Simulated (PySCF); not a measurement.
```xyz
8

F     0.4502    0.5528   -1.6470
Al    0.0417   -0.4342   -0.3538
F    -1.5891   -0.6778   -0.0521
F     1.0858   -0.4736    0.9580
P     0.6256   -2.6146   -1.3786
H     1.9007   -2.7128   -1.9818
H     0.6489   -3.7577   -0.5467
H    -0.1904   -3.0842   -2.4338
```

Geometry: PBE0-D3(BJ)/def2-SVPD.

The calculation used PySCF 2.14.0, wB97M-D3(BJ)/def2-TZVPD, SCF density, gas phase.

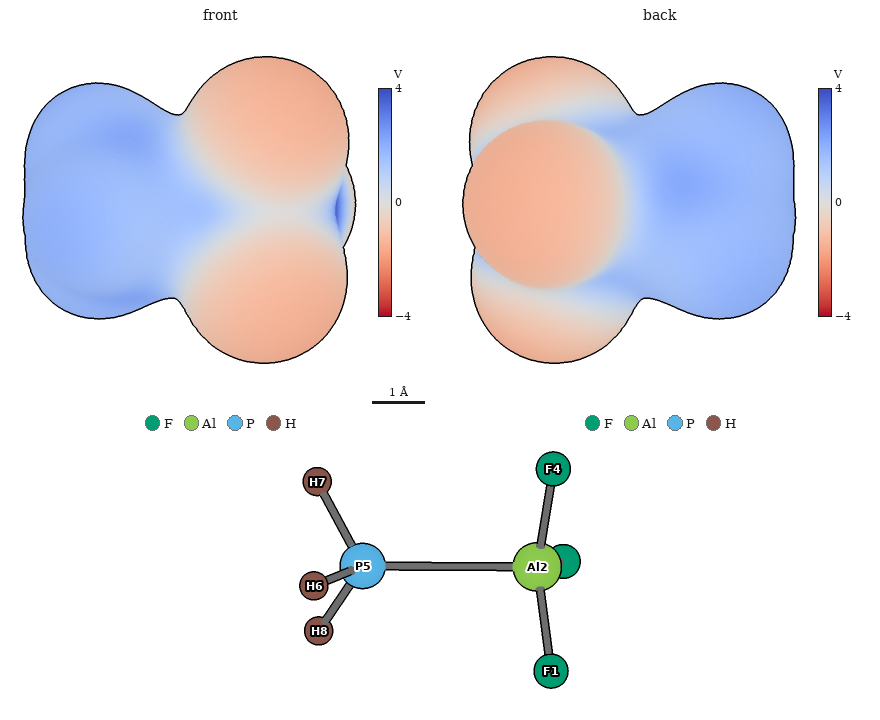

AlF3H3P. The molecular electrostatic potential painted on the density surface at 0.002 e/bohr³, seen from the front and from behind; red is negative and blue positive. The bare structure is drawn below in the same view.

> Where is the surface potential most negative and most positive?

The most negative region (about −1.5 V) lies over F1, F3 and F4, the most positive (about +3.0 V) over Al2.

> How polar is the molecule by this calculation?

Its dipole moment is 5.68 D.
